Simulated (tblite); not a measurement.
# C₆H₁₂Ge: geometry relaxation (part 4 of 4)

Continued. System: C₆H₁₂Ge, SMILES CC(C)CC#[C][GeH3]. Method: GFN2-xTB geometry optimisation, gas phase (tblite 0.8.0). It belongs to a series of runs on one base structure; here: constitutional isomer.

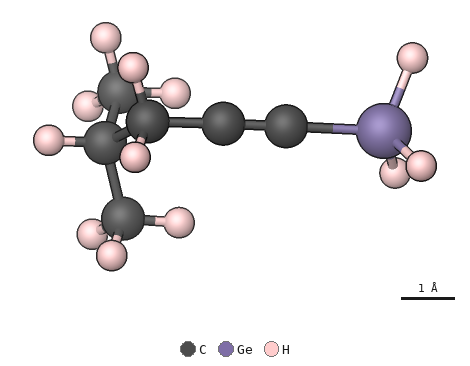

Fig. 1: The geometry at step 100 of the log (ball-and-stick view, seen at a tilt).

## Trajectory as extended XYZ, continued
```
19
Properties=species:S:1:pos:R:3:forces:R:3 step=93 energy=-566.65359
C    -1.7912   -0.0474    0.7550   -0.0040  -0.0010   0.0030
C    -1.5841    0.2170   -0.7335    0.0030   0.0030   0.0030
C    -1.2581   -1.0784   -1.4709   -0.0030   0.0000   0.0040
C    -0.4684    1.2559   -0.9470    0.0050   0.0060   0.0010
C     0.8000    0.8119   -0.4068    0.0040   0.0010  -0.0010
C     1.8447    0.4251    0.0565   -0.0020  -0.0090   0.0020
Ge    3.4581   -0.2003    0.8027   -0.0010  -0.0040  -0.0050
H    -2.0513    0.8699    1.2796    0.0070   0.0050  -0.0060
H    -0.8786   -0.4474    1.1926   -0.0080   0.0040   0.0050
H    -2.5930   -0.7662    0.9070   -0.0020  -0.0070  -0.0070
H    -2.5071    0.6370   -1.1509    0.0000  -0.0030   0.0060
H    -2.0654   -1.7969   -1.3489    0.0020  -0.0070  -0.0030
H    -0.3430   -1.5146   -1.0753    0.0010   0.0070  -0.0090
H    -1.1209   -0.8933   -2.5346    0.0000  -0.0060   0.0080
H    -0.7444    2.1959   -0.4598   -0.0060   0.0040   0.0000
H    -0.3490    1.4500   -2.0170    0.0060   0.0010  -0.0010
H     3.1590   -1.3440    1.7153    0.0030   0.0050   0.0010
H     4.3708   -0.6613   -0.2841   -0.0030   0.0010  -0.0040
H     4.1121    0.8961    1.5743   -0.0020   0.0000   0.0020
19
Properties=species:S:1:pos:R:3:forces:R:3 step=95 energy=-566.65366
C    -1.7952   -0.0466    0.7541    0.0030   0.0020   0.0030
C    -1.5844    0.2174   -0.7337    0.0070   0.0000  -0.0030
C    -1.2549   -1.0787   -1.4681    0.0020  -0.0030   0.0000
C    -0.4688    1.2572   -0.9454    0.0040   0.0020   0.0010
C     0.7997    0.8128   -0.4057    0.0010   0.0040   0.0030
C     1.8445    0.4258    0.0573   -0.0020  -0.0080   0.0010
Ge    3.4587   -0.2012    0.8005   -0.0080  -0.0190  -0.0160
H    -2.0572    0.8712    1.2766    0.0010   0.0030   0.0020
H    -0.8830   -0.4450    1.1939   -0.0060   0.0040   0.0090
H    -2.5960   -0.7671    0.9043   -0.0020   0.0010  -0.0060
H    -2.5068    0.6359   -1.1538   -0.0010  -0.0020   0.0030
H    -2.0607   -1.7991   -1.3464    0.0010  -0.0020  -0.0050
H    -0.3398   -1.5126   -1.0699    0.0030   0.0070  -0.0060
H    -1.1149   -0.8953   -2.5316   -0.0040  -0.0070   0.0020
H    -0.7457    2.1966   -0.4573   -0.0040   0.0000  -0.0020
H    -0.3481    1.4527   -2.0153    0.0000  -0.0010   0.0030
H     3.1590   -1.3459    1.7117    0.0060   0.0060   0.0000
H     4.3689   -0.6622   -0.2888   -0.0050   0.0020   0.0000
H     4.1149    0.8929    1.5716    0.0040   0.0110   0.0110
19
Properties=species:S:1:pos:R:3:forces:R:3 step=98 energy=-566.65377
C    -1.8004   -0.0442    0.7524    0.0040   0.0030   0.0000
C    -1.5842    0.2178   -0.7349    0.0020  -0.0030   0.0000
C    -1.2496   -1.0799   -1.4642    0.0050   0.0000  -0.0050
C    -0.4695    1.2595   -0.9428   -0.0030  -0.0020  -0.0010
C     0.7987    0.8142   -0.4034   -0.0020   0.0050   0.0060
C     1.8422    0.4241    0.0598   -0.0020  -0.0040  -0.0030
Ge    3.4584   -0.2044    0.7964    0.0030   0.0030   0.0030
H    -2.0666    0.8739    1.2718   -0.0100   0.0010   0.0060
H    -0.8885   -0.4381    1.1962    0.0040  -0.0020   0.0130
H    -2.5983   -0.7684    0.9004   -0.0040   0.0100  -0.0020
H    -2.5060    0.6336   -1.1590    0.0030  -0.0010   0.0010
H    -2.0540   -1.8022   -1.3437    0.0050   0.0030  -0.0020
H    -0.3345   -1.5093   -1.0618    0.0050  -0.0020   0.0000
H    -1.1055   -0.9000   -2.5274   -0.0070  -0.0010  -0.0100
H    -0.7483    2.1971   -0.4521   -0.0020  -0.0020  -0.0030
H    -0.3470    1.4584   -2.0117   -0.0040  -0.0010  -0.0010
H     3.1617   -1.3494    1.7075    0.0050  -0.0010   0.0040
H     4.3641   -0.6632   -0.2968    0.0000  -0.0010  -0.0050
H     4.1176    0.8896    1.5677   -0.0040  -0.0050  -0.0010
19
Properties=species:S:1:pos:R:3:forces:R:3 step=100 energy=-566.65384
C    -1.8022   -0.0430    0.7515   -0.0020   0.0000   0.0010
C    -1.5838    0.2178   -0.7359   -0.0020   0.0000   0.0080
C    -1.2470   -1.0804   -1.4632    0.0010   0.0040  -0.0020
C    -0.4697    1.2603   -0.9416   -0.0010   0.0010  -0.0010
C     0.7980    0.8151   -0.4012   -0.0010   0.0000   0.0020
C     1.8408    0.4224    0.0614    0.0010  -0.0020  -0.0020
Ge    3.4583   -0.2060    0.7947    0.0070   0.0170   0.0150
H    -2.0695    0.8751    1.2707   -0.0070   0.0010   0.0000
H    -0.8916   -0.4372    1.1979    0.0030  -0.0020   0.0080
H    -2.6009   -0.7665    0.8979   -0.0050   0.0060   0.0010
H    -2.5053    0.6328   -1.1615    0.0050  -0.0020   0.0010
H    -2.0497   -1.8041   -1.3405    0.0040   0.0000   0.0020
H    -0.3305   -1.5061   -1.0604    0.0050  -0.0070  -0.0030
H    -1.1052   -0.9031   -2.5272   -0.0010   0.0040  -0.0090
H    -0.7495    2.1971   -0.4503   -0.0040   0.0010  -0.0020
H    -0.3462    1.4607   -2.0100   -0.0020  -0.0020  -0.0060
H     3.1644   -1.3508    1.7066    0.0040  -0.0050   0.0040
H     4.3615   -0.6632   -0.3009    0.0040  -0.0020  -0.0060
H     4.1183    0.8885    1.5664   -0.0090  -0.0140  -0.0100
19
Properties=species:S:1:pos:R:3:forces:R:3 step=103 energy=-566.65393
C    -1.8049   -0.0427    0.7512   -0.0040   0.0000   0.0030
C    -1.5832    0.2179   -0.7358    0.0010   0.0000   0.0030
C    -1.2445   -1.0803   -1.4626    0.0010   0.0010   0.0010
C    -0.4694    1.2609   -0.9408    0.0000   0.0010   0.0020
C     0.7979    0.8165   -0.3986    0.0010  -0.0020  -0.0030
C     1.8408    0.4222    0.0623    0.0000   0.0030   0.0010
Ge    3.4595   -0.2060    0.7938   -0.0030  -0.0040  -0.0010
H    -2.0708    0.8761    1.2703    0.0000  -0.0010  -0.0030
H    -0.8974   -0.4413    1.2005   -0.0060   0.0050  -0.0010
H    -2.6078   -0.7624    0.8943   -0.0010   0.0010   0.0060
H    -2.5042    0.6324   -1.1627    0.0020  -0.0020  -0.0020
H    -2.0435   -1.8072   -1.3345    0.0000   0.0000   0.0030
H    -0.3247   -1.5017   -1.0622    0.0030  -0.0040  -0.0100
H    -1.1089   -0.9054   -2.5280    0.0040   0.0070   0.0020
H    -0.7507    2.1977   -0.4504   -0.0020   0.0020  -0.0010
H    -0.3447    1.4608   -2.0094   -0.0020  -0.0040   0.0000
H     3.1661   -1.3512    1.7058    0.0050  -0.0040   0.0000
H     4.3604   -0.6629   -0.3046    0.0000   0.0000   0.0030
H     4.1204    0.8860    1.5656    0.0010   0.0030  -0.0020
19
Properties=species:S:1:pos:R:3:forces:R:3 step=105 energy=-566.65397
C    -1.8065   -0.0427    0.7515    0.0000   0.0020   0.0020
C    -1.5829    0.2179   -0.7352    0.0020  -0.0050  -0.0050
C    -1.2438   -1.0801   -1.4622    0.0030  -0.0040  -0.0020
C    -0.4693    1.2611   -0.9404   -0.0030  -0.0020   0.0010
C     0.7981    0.8166   -0.3983    0.0070  -0.0010   0.0030
C     1.8413    0.4226    0.0623   -0.0090   0.0050  -0.0020
Ge    3.4599   -0.2061    0.7936   -0.0040  -0.0130  -0.0080
H    -2.0730    0.8764    1.2697    0.0000  -0.0010   0.0000
H    -0.8993   -0.4410    1.2018   -0.0070   0.0040   0.0000
H    -2.6097   -0.7622    0.8937    0.0020   0.0020   0.0050
H    -2.5036    0.6321   -1.1631    0.0000  -0.0010  -0.0020
H    -2.0418   -1.8080   -1.3326    0.0010   0.0030  -0.0010
H    -0.3229   -1.5012   -1.0639    0.0000   0.0000  -0.0070
H    -1.1097   -0.9050   -2.5279    0.0000   0.0060   0.0060
H    -0.7513    2.1982   -0.4507    0.0030  -0.0010  -0.0020
H    -0.3444    1.4602   -2.0092   -0.0030  -0.0030   0.0040
H     3.1669   -1.3517    1.7052    0.0050  -0.0020  -0.0010
H     4.3607   -0.6630   -0.3050   -0.0020   0.0000   0.0040
H     4.1214    0.8851    1.5649    0.0040   0.0100   0.0040
19
Properties=species:S:1:pos:R:3:forces:R:3 step=108 energy=-566.65403
C    -1.8097   -0.0410    0.7513    0.0000   0.0020  -0.0010
C    -1.5824    0.2177   -0.7352   -0.0010  -0.0040  -0.0030
C    -1.2406   -1.0804   -1.4610    0.0010  -0.0020  -0.0020
C    -0.4696    1.2620   -0.9387   -0.0010  -0.0030  -0.0020
C     0.7976    0.8171   -0.3969    0.0070   0.0010   0.0070
C     1.8401    0.4212    0.0638   -0.0060   0.0020  -0.0010
Ge    3.4597   -0.2085    0.7919    0.0030   0.0000   0.0010
H    -2.0812    0.8779    1.2671    0.0000   0.0030  -0.0010
H    -0.9025   -0.4349    1.2050   -0.0030  -0.0010   0.0020
H    -2.6109   -0.7630    0.8928    0.0020  -0.0010   0.0030
H    -2.5022    0.6307   -1.1660   -0.0030  -0.0020  -0.0010
H    -2.0375   -1.8091   -1.3300    0.0020   0.0000  -0.0050
H    -0.3185   -1.5004   -1.0643   -0.0010   0.0050   0.0020
H    -1.1074   -0.9051   -2.5268   -0.0040   0.0030   0.0030
H    -0.7528    2.1988   -0.4491    0.0060  -0.0030  -0.0010
H    -0.3444    1.4612   -2.0073   -0.0020   0.0000   0.0000
H     3.1715   -1.3549    1.7040    0.0000  -0.0020  -0.0010
H     4.3589   -0.6637   -0.3084    0.0000  -0.0010   0.0000
H     4.1221    0.8839    1.5621    0.0000   0.0020  -0.0010
```

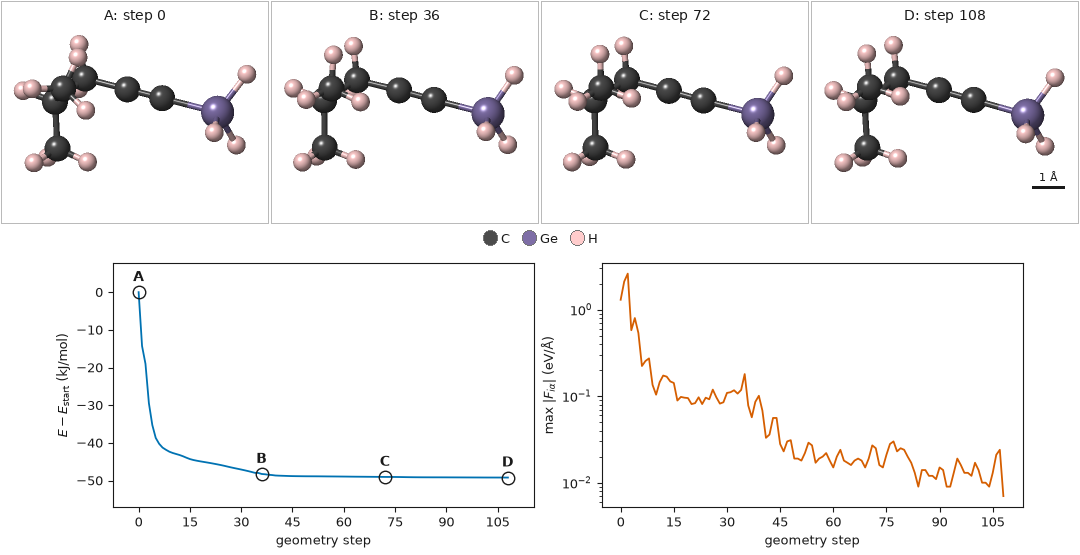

Fig. 2: Frames of the relaxation (ball-and-stick view, seen at a tilt) above the curves, on which the letters mark them (steps are counted from 0).

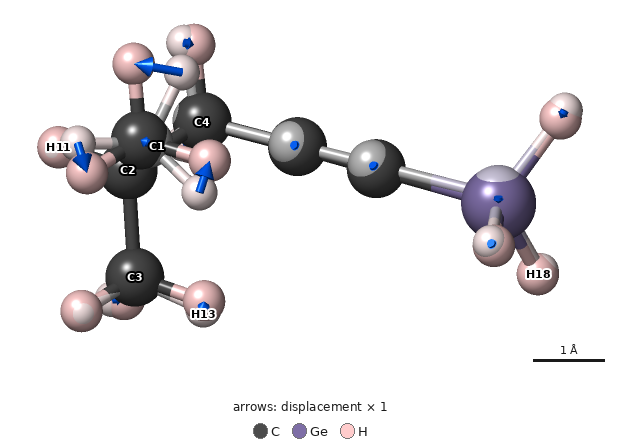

Fig. 3: Start (faint) and end (solid) with the displacements as blue arrows, at true length (ball-and-stick view, seen at a tilt). The two geometries are laid on each other by the best rigid fit. H8 moves most after the best rigid fit: 0.72 Å. By element the largest moves are H 0.72 Å, C 0.12 Å, Ge 0.10 Å. Distances before and after: Ge7–H18 1.566 → 1.492 Å, Ge7–H17 1.561 → 1.493 Å, Ge7–H19 1.543 → 1.492 Å, C2–C4 1.495 → 1.540 Å. Among the angles that change: H8–C1–H10 114.3° → 108.4°, C2–C3–H13 115.4° → 110.2°, H9–C1–H10 113.5° → 108.6°. The energy falls by 49.2 kJ/mol in 108 geometry steps. Largest force component: 1.3 eV/Å at the start, 0.007 eV/Å at the end. (Atoms are counted from 1 in the order of the input.)

This output came from the following input.

## Input
```
{"job": {"kind": "relax", "xc": "GFN2-xTB", "basis": "xTB"}, "charge": 0, "multiplicity": 1}
C     -1.689600    -0.058800     0.730100
C     -1.552000     0.190700    -0.767200
C     -1.225500    -1.092800    -1.484900
C     -0.535100     1.273200    -0.940200
C      0.723800     0.801600    -0.330300
C      1.768100     0.433700     0.139300
Ge     3.434000    -0.142100     0.864700
H     -1.364100     0.872300     1.235900
H     -0.989000    -0.863800     1.016100
H     -2.764000    -0.321500     0.896300
H     -2.526400     0.604000    -1.137500
H     -2.043600    -1.837900    -1.288600
H     -0.291700    -1.565400    -1.192100
H     -1.258300    -0.902600    -2.586700
H     -0.905000     2.198400    -0.426500
H     -0.443800     1.430600    -2.026100
H      3.101400    -1.359400     1.783600
H      4.392800    -0.626200    -0.275200
H      4.158200     0.975300     1.643600
```

The first line tells a small driver script what to run in tblite; the rest is the geometry in Å.

Run as:
```bash
OMP_NUM_THREADS=1 python <driver script> task.json out
```

## Results in brief

| quantity | value |
| --- | --- |
| outcome | converged |
| total energy | −566.6540 eV |
| hardware | 1 CPU thread, shared host |
| wall time | 0.62 s |
| peak memory | 0.18 GiB |
